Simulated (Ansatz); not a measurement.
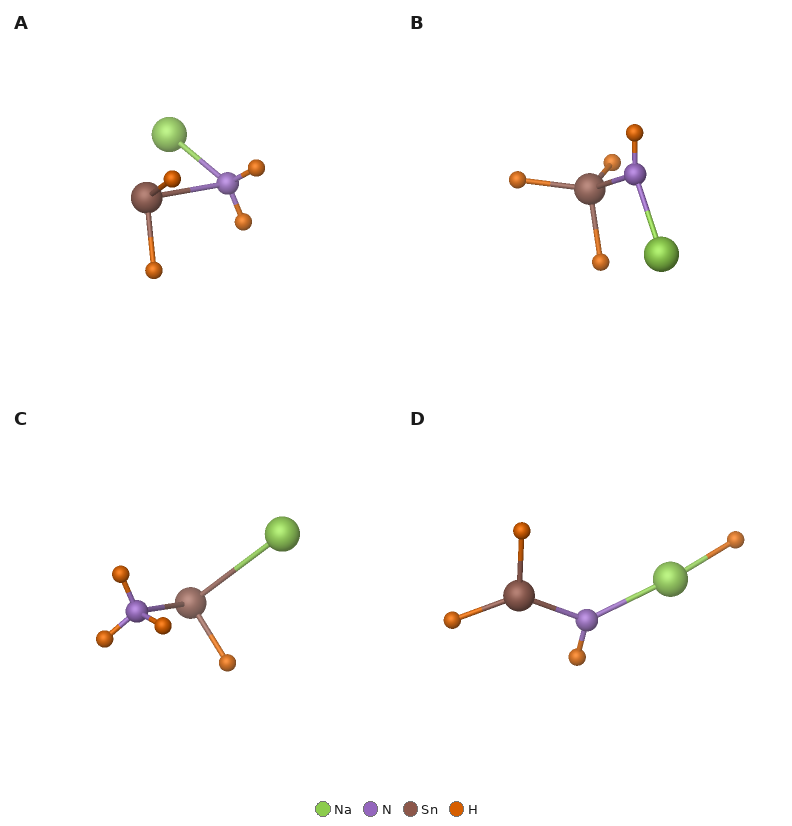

4 stationary structures of one formula. Geometries: PBE-D4/def2-SVP. Electronic energies: PBE-D4/def2-SVP (Ansatz 0.2.0), without zero-point energy. No frequency run is at hand to confirm each as a minimum. Each is one conformer, not always the lowest.

> Which structure is the most stable?

A is lowest; C lies 29.5 kJ/mol above it (C1), B lies 137.1 kJ/mol above it, D lies 311.8 kJ/mol above it (C1).
